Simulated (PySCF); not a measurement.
```xyz
2

Sn    0.0000    0.0000   -0.2056
N     0.0000    0.0000    1.7604
```

⟨S²⟩ = 0.87, above the pure value of 0.75; core potentials replace the inner electrons of Sn.

All numbers below come from PySCF, PBE0/cc-pVTZ(-PP), non-relativistic Hamiltonian with scalar-relativistic core potentials where named, at a bond length of 1.966 Å.

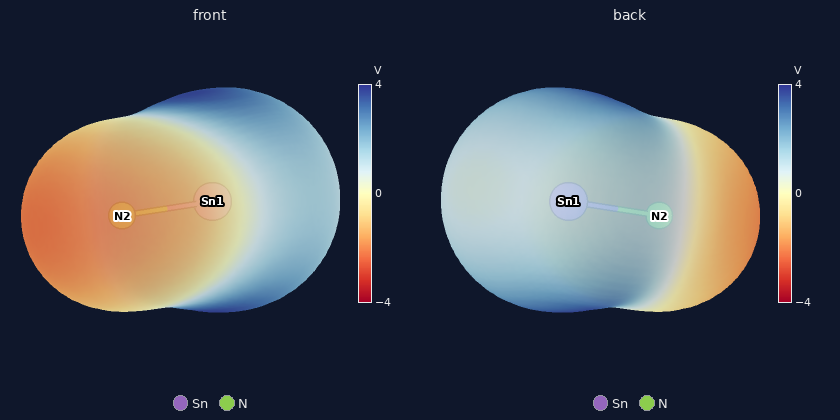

SnN (doublet). The electrostatic potential painted on the density surface at 0.004 e/bohr³, seen from the front and from behind; the colour scale runs from red (negative) to blue (positive).

Q: Describe the electrostatic potential map.

A: The most negative region (about −2.3 V, or −53 kcal/mol for a unit charge) lies over N2, the most positive (about +3.8 V, or +88 kcal/mol for a unit charge) over Sn1. N2 is the likeliest acceptor of a hydrogen bond.
